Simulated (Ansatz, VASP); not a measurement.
# NbCd3: VASP beside Ansatz, part 2 of 2

Wanted: the spread between two codes on one cell, functional and k mesh.  Valence electrons are named where the data sets of a main pair hold unlike numbers.

VASP 6.6.1 and Ansatz 0.2.0.

So far. Step 2 (VASP: band structure, LDA): Spin-orbit coupling is off here; it would split degenerate levels. At this level the cell is under a tension of 2.6 GPa, so at these settings it is away from equilibrium.

## 7. VASP: band structure, LDA, spin-orbit coupling

Level of this step: LDA, spin-orbit coupling; plane waves and PAW (Nb_sv, Cd) (VASP).

The same cell, functional (in two slightly different forms), mesh and smearing now go to VASP, with its own data sets.

INCAR

```
SYSTEM = NbCd3
PREC = Accurate
ENCUT = 400
EDIFF = 1E-06
NELM = 100
ISMEAR = -1
SIGMA = 0.05
LREAL = .FALSE.
ALGO = Normal
GGA = CA
LNONCOLLINEAR = .TRUE.
MAGMOM = 0 0 0 0 0 0 0 0 0 0 0 0
NBANDS = 60
GGA_COMPAT = .FALSE.
LASPH = .TRUE.
LSORBIT = .TRUE.
LMAXMIX = 4
LORBIT = 11
LWAVE = .FALSE.
LCHARG = .FALSE.
KPAR = 4
```

POSCAR

```
NbCd3
1.0
    4.2150000000      0.0000000000      0.0000000000
    0.0000000000      4.2150000000      0.0000000000
    0.0000000000      0.0000000000      4.2150000000
Nb Cd
1 3
Direct
    0.0000000000      0.0000000000      0.0000000000
    0.0000000000      0.5000000000      0.5000000000
    0.5000000000      0.0000000000      0.5000000000
    0.5000000000      0.5000000000      0.0000000000
```

KPOINTS

```
Automatic mesh
0
Gamma
6 6 6
0 0 0
```

KPOINTS_OPT

```
Line mode
16
Line-mode
Reciprocal
  0.00000000   0.00000000   0.00000000 GAMMA
  0.00000000   0.50000000   0.00000000 X

  0.00000000   0.50000000   0.00000000 X
  0.50000000   0.50000000   0.00000000 M

  0.50000000   0.50000000   0.00000000 M
  0.00000000   0.00000000   0.00000000 GAMMA

  0.00000000   0.00000000   0.00000000 GAMMA
  0.50000000   0.50000000   0.50000000 R

  0.50000000   0.50000000   0.50000000 R
  0.00000000   0.50000000   0.00000000 X

  0.50000000   0.50000000   0.00000000 M
  0.50000000   0.50000000   0.50000000 R
```

PAW data sets: Nb_sv and Cd (LDA family, release 64).

Run with:

```
$ mpirun -np 4 vasp_ncl
```

Numbers of over 12 decimals in the logs are rounded to 6 here.

Log:

```text
[... set-up lines as in an earlier step ...]
 entering main loop
       N       E                     dE             d eps       ncg     rms          rms(c)
DAV:   1     0.444594331984E+03    0.44459E+03   -0.22807E+04  2400   0.141E+03
DAV:   2     0.726519932870E+01   -0.43733E+03   -0.42533E+03  2620   0.494E+02
DAV:   3    -0.151649307086E+02   -0.22430E+02   -0.21741E+02  3368   0.106E+02
DAV:   4    -0.164888422917E+02   -0.13239E+01   -0.13066E+01  4012   0.207E+01
[...]
DAV:  11    -0.156639791214E+02    0.25604E-04   -0.10768E-04  3024   0.802E-02    0.258E-02
DAV:  12    -0.156639790859E+02    0.35545E-07   -0.13698E-05  2720   0.338E-02    0.555E-03
DAV:  13    -0.156639790669E+02    0.18974E-07   -0.20635E-06  2328   0.142E-02
   1 F= -.15663979E+02 E0= -.15653885E+02  d E =-.201878E-01  mag=     0.0000     0.0000     0.0000
 Start KPOINTS_OPT (optional k-point list driver)
k-point batch [1-20\96]
       N       E                     dE             ncg
DAV:   1     0.273106370642E+04   -0.62717E+04     2400
DAV:   2    -0.603947786981E+04   -0.87705E+04     2560
DAV:   3    -0.653090595400E+04   -0.49143E+03     3428
DAV:   4    -0.655773693499E+04   -0.26831E+02     3864
[...]
DAV:   8    -0.655933193753E+04   -0.62256E-04     2824
DAV:   9    -0.655933194125E+04   -0.37234E-05     1940
DAV:  10    -0.655933194161E+04   -0.36034E-06     1600
[...]
k-point batch [81-96\96]
       N       E                     dE             ncg
DAV:   1     0.558052953186E+04   -0.20956E+05     1928
DAV:   2    -0.145291781310E+04   -0.70334E+04     2124
DAV:   3    -0.179102542815E+04   -0.33811E+03     2632
DAV:   4    -0.180934498728E+04   -0.18320E+02     3288
DAV:   5    -0.180984657215E+04   -0.50158E+00     2724
DAV:   6    -0.180985767461E+04   -0.11102E-01     3080
DAV:   7    -0.180985782478E+04   -0.15017E-03     2716
DAV:   8    -0.180985782988E+04   -0.51016E-05     2280
DAV:   9    -0.180985783018E+04   -0.30059E-06     1576
```

OUTCAR, selected parts (step 7):

```text
  Total       -1.2326859     -1.2326859     -1.2326859      0.0000000      0.0000000     -0.0000000
  in kB      -26.3736524    -26.3736524    -26.3736524      0.0000000      0.0000000     -0.0000000
  external PRESSURE =     -26.3736524 kB  Pullay stress =       0.0000000 kB

  FREE ENERGIE OF THE ION-ELECTRON SYSTEM (eV)
  ---------------------------------------------------
  free  energy   TOTEN  =       -15.6639790669 eV

  energy  without entropy=      -15.6437912359  energy(sigma->0) =      -15.65388515

 magnetization (x)
# of ion       s       p       d       tot
------------------------------------------
    1       -0.000  -0.000  -0.000  -0.000
    2        0.000   0.000  -0.000   0.000
    3        0.000   0.000  -0.000  -0.000
    4        0.000  -0.000   0.000   0.000
--------------------------------------------------
tot          0.000  -0.000  -0.000  -0.000

 magnetization (y)
# of ion       s       p       d       tot
------------------------------------------
    1       -0.000  -0.000  -0.000  -0.000
    2        0.000   0.000   0.000   0.000
    3        0.000   0.000  -0.000   0.000
    4       -0.000  -0.000  -0.000  -0.000
--------------------------------------------------
tot         -0.000   0.000  -0.000  -0.000

 magnetization (z)
# of ion       s       p       d       tot
------------------------------------------
    1        0.000  -0.000  -0.000  -0.000
    2        0.000   0.000  -0.000   0.000
    3       -0.000   0.000   0.000  -0.000
    4       -0.000  -0.000  -0.000  -0.000
--------------------------------------------------
tot          0.000   0.000  -0.000  -0.000

[... 2 parts as in an earlier step ...]

[... 2 further parts left out ...]
[key lines of the parts left out:]
E-fermi :   5.0705
```

The run ends at a pressure of -2.64 GPa.

## 8. Differences

What differs besides the data sets and the points named for the pairs above, as far as they apply: spin-orbit coupling enters by fully relativistic files in Ansatz and inside the spheres in VASP; the data sets hold 73 valence electrons in Ansatz (on its fully relativistic PAW (standard-fr) files) and 49 in VASP. Total energies have different zeros and are not compared.

The two programs side by side:

```
      quantity  Ansatz   VASP  difference
pressure (GPa)   -2.63  -2.64       +0.01
```

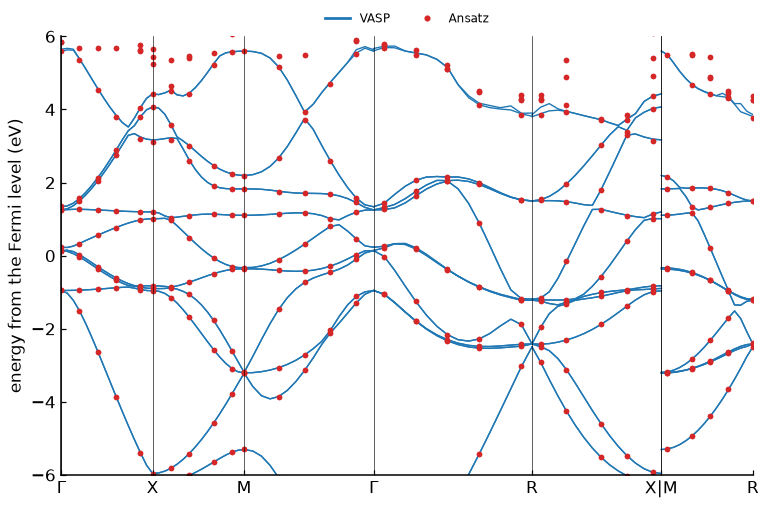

Bands from VASP (lines) and levels from Ansatz (dots). Dots without a line are higher empty bands that the VASP plot leaves out.

Levels from 3 eV below to 2 eV above the Fermi level differ by 5 meV r.m.s. and 18 meV at most; each VASP level is matched to the nearest of Ansatz, which flatters the figure a little. Ansatz's pressure holds a Pulay correction of 0.03 GPa; VASP's holds none.

## 9. VASP: single point, LDA, spin-orbit coupling

With cell and atoms fixed, the geometry can't cause a difference; cores, projectors, grids and the points listed under the comparison can.

Edit INCAR of step 7 so:

```diff
@@ -5,3 +5,3 @@
 NELM = 100
-ISMEAR = -1
+ISMEAR = -5
 SIGMA = 0.05
@@ -21 +21,2 @@
 KPAR = 4
+NEDOS = 2001
```

POSCAR is that of step 7.

KPOINTS is that of step 7.

Run with:

```
$ mpirun -np 4 vasp_ncl
```

Log:

```text
[... set-up lines as in an earlier step ...]
 entering main loop
       N       E                     dE             d eps       ncg     rms          rms(c)
DAV:   1     0.444599155434E+03    0.44460E+03   -0.22807E+04  2400   0.141E+03
DAV:   2     0.728024621740E+01   -0.43732E+03   -0.42543E+03  2620   0.494E+02
DAV:   3    -0.151594035882E+02   -0.22440E+02   -0.21791E+02  3368   0.106E+02
DAV:   4    -0.164825507932E+02   -0.13231E+01   -0.13071E+01  4012   0.207E+01
[...]
DAV:  11    -0.156549119237E+02    0.64427E-04   -0.96515E-05  2984   0.758E-02    0.241E-02
DAV:  12    -0.156549241861E+02   -0.12262E-04   -0.14714E-05  2744   0.317E-02    0.506E-03
DAV:  13    -0.156549235752E+02    0.61087E-06   -0.21140E-06  2352   0.143E-02
   1 F= -.15654924E+02 E0= -.15654924E+02  d E =0.000000E+00  mag=     0.0000    -0.0000    -0.0000
 -----------------------------------------------------------------------------
|                                                                             |
|           W    W    AA    RRRRR   N    N  II  N    N   GGGG   !!!           |
|           W    W   A  A   R    R  NN   N  II  NN   N  G    G  !!!           |
|           W    W  A    A  R    R  N N  N  II  N N  N  G       !!!           |
|           W WW W  AAAAAA  RRRRR   N  N N  II  N  N N  G  GGG   !            |
|           WW  WW  A    A  R   R   N   NN  II  N   NN  G    G                |
|           W    W  A    A  R    R  N    N  II  N    N   GGGG   !!!           |
|                                                                             |
|     Tetrahedron method does not include variations of the Fermi             |
|     occupations, so forces and stress will be inaccurate. We suggest        |
|     using a different smearing scheme ISMEAR = 1 or 2 for metals in         |
|     relaxations.                                                            |
|                                                                             |
 -----------------------------------------------------------------------------
```

Parts of OUTCAR (step 9):

```text
  Total       -1.2614652     -1.2614652     -1.2614652      0.0000000      0.0000000     -0.0000000
  in kB      -26.9893936    -26.9893936    -26.9893936      0.0000000      0.0000000     -0.0000000
  external PRESSURE =     -26.9893936 kB  Pullay stress =       0.0000000 kB

  FREE ENERGIE OF THE ION-ELECTRON SYSTEM (eV)
  ---------------------------------------------------
  free  energy   TOTEN  =       -15.6549235752 eV

  energy  without entropy=      -15.6549235752  energy(sigma->0) =      -15.65492358

 magnetization (x)
# of ion       s       p       d       tot
------------------------------------------
    1       -0.000   0.000  -0.000  -0.000
    2        0.000   0.000  -0.000   0.000
    3       -0.000  -0.000   0.000  -0.000
    4        0.000   0.000  -0.000   0.000
--------------------------------------------------
tot          0.000   0.000  -0.000  -0.000

 magnetization (y)
# of ion       s       p       d       tot
------------------------------------------
    1       -0.000   0.000  -0.000  -0.000
    2        0.000  -0.000  -0.000   0.000
    3       -0.000  -0.000  -0.000  -0.000
    4       -0.000  -0.000   0.000  -0.000
--------------------------------------------------
tot         -0.000  -0.000  -0.000  -0.000

 magnetization (z)
# of ion       s       p       d       tot
------------------------------------------
    1        0.000  -0.000  -0.000  -0.000
    2       -0.000   0.000   0.000   0.000
    3        0.000  -0.000  -0.000  -0.000
    4       -0.000  -0.000   0.000  -0.000
--------------------------------------------------
tot         -0.000   0.000  -0.000  -0.000

[... 3 parts as in an earlier step ...]

[... 1 further part left out ...]
[key lines of the parts left out:]
E-fermi :   5.0372
```

At this level the cell is under a tension of 2.7 GPa, so at these settings it is away from equilibrium. With tetrahedra the forces and stress of a metal are not exact derivatives of the energy.

## 10. Ansatz: single point, LDA, spin-orbit coupling

The same cell, functional (in two slightly different forms), mesh and smearing now go to Ansatz, which takes its cutoff from its data sets.

input.yaml

```yaml
crystal:
  lattice:
    - [4.215, 0.0, 0.0]
    - [0.0, 4.215, 0.0]
    - [0.0, 0.0, 4.215]
  atoms:
    - { symbol: Nb, position: [0.0, 0.0, 0.0] }
    - { symbol: Cd, position: [0.0, 0.5, 0.5] }
    - { symbol: Cd, position: [0.5, 0.0, 0.5] }
    - { symbol: Cd, position: [0.5, 0.5, 0.0] }
hamiltonian:
  xc: lda
  pseudopotentials: { kind: paw_fr }
magnetization:
  noncollinear: true
  spin_orbit: true
kpoints:
  mp_grid: { grid: [6, 6, 6] }
scf:
  occupations: { method: tetrahedron }
output:
  forces: true
  stress: true
  write_density: true
  write_potential: true
  elf: true
  volumetric_format: npy
```

Run with:

```
$ ansatz run input.yaml --threads 2 --pin off --max-ram 4608MiB --backend cpu --events-out ev --progress --plain --runs-dir out
```

Log:

```text
Warning: output.forces, output.stress, relax.cell or npt_langevin: where a Kohn–Sham band that disperses or a degenerate level is filled in part under the method tetrahedron, the forces or the stress that this run publishes need not agree with its energy (scf.occupations.method in the input reference, under Limitations); prefer a smearing scheme for the forces or the stress
[...]
k-point 1: bands = [... 69 lower, 16.3706, 16.4332, 16.4332, 17.1072, 17.1072, 17.8845, 17.8845, 18.4602, ... 11 higher]
  k-point 2: bands = [... 69 lower, 15.8696, 15.9313, 15.9313, 17.4442, 17.4442, 17.8391, 17.8391, 19.6402, ... 11 higher]
  k-point 19: bands = [... 69 lower, 14.2162, 15.4056, 15.4056, 15.4056, 15.4056, 15.4381, 15.4381, 18.1264, ... 11 higher]
[key lines of the parts left out:]
SCF converged after 9 iterations
Magnetization: |M| = 0.0000 μB,  M = (+0.0000, +0.0000, +0.0000) μB
Free energy (F): -28804.730295 eV
Fermi energy:    16.591565 eV
P = ⅓ Tr σ = -2.6872 GPa (-26.872 kbar)
```

The job ended after 12 s (2 threads of AMD EPYC 7R43, shared host; peak memory 0.66 GiB).

The run ends at a pressure of -2.69 GPa.

## 11. Differences

What differs besides the data sets and the points named for the pairs above, as far as they apply: the data sets hold 73 valence electrons in Ansatz (on its fully relativistic PAW (standard-fr) files) and 49 in VASP. Total energies have different zeros and are not compared.

Compared:

```
      quantity  Ansatz   VASP  difference
pressure (GPa)   -2.69  -2.70       +0.01
```

Ansatz's pressure holds a Pulay correction of 0.03 GPa; VASP's holds none.

## 12. What came out

```json
{"r.m.s. difference of levels near the Fermi level (band structure, LDA)": "5.5 meV", "r.m.s. difference of levels near the Fermi level (band structure, LDA, spin-orbit coupling)": "5.3 meV", "difference in pressure (single point, LDA, spin-orbit coupling)": "0.012 GPa"}
```

In words: The r.m.s. difference of levels near the Fermi level is 5.5 meV (band structure, LDA), within the 80 meV picked in this series as the mark of a large difference. The data sets hold unlike numbers of valence electrons (73 in Ansatz and 49 in VASP), so part of the differences comes from the potentials. For band structure, LDA, no further run moves any of the tabulated differences by more than a quarter of its size. 1 further run of this series is not shown here. How closely two codes agree says nothing of how well the functional describes the real material.

[Lines on the potential files, build, host, timing and source positions are cut from VASP's logs without a mark.]

[Logs are printed without paths, hosts, clocks, repeated set-up lines and the standing remarks that a program may print on its own settings, such as how far it seeks lower states.]

[Hosts, paths, dates, database ids (printed as entryN), source tags and the programs' standing remarks are cut or masked in the printed files.]
